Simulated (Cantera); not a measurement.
Charge: 1 mol MgO, 0.2 mol SO₃, 0.21 mol H₂O, held at 220000 Pa.

Equilibrium computed with Cantera from the NASA thermochemical tables; the gas is ideal and each condensed phase is pure. Candidate condensed phases: H₂O, H₂SO₄, Mg, MgO, Mg(OH)₂, MgS, MgSO₄, S; 26 gas species. Mutual solubility and eutectic melting of coexisting phases are not modelled. The numbers say what is thermodynamically allowed, not how fast it happens.

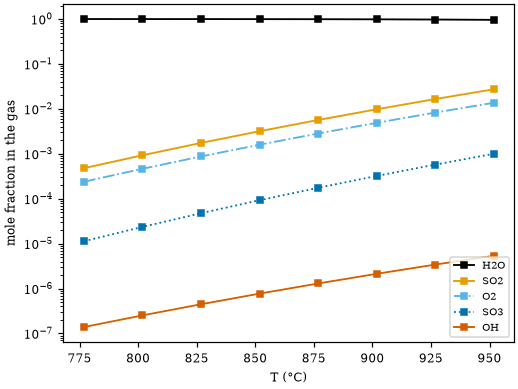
Equilibrium gas composition (values under 1e-9 drawn at 1e-9)

From 777 °C to 952 °C the condensed part is MgO(s) + MgSO₄(s).
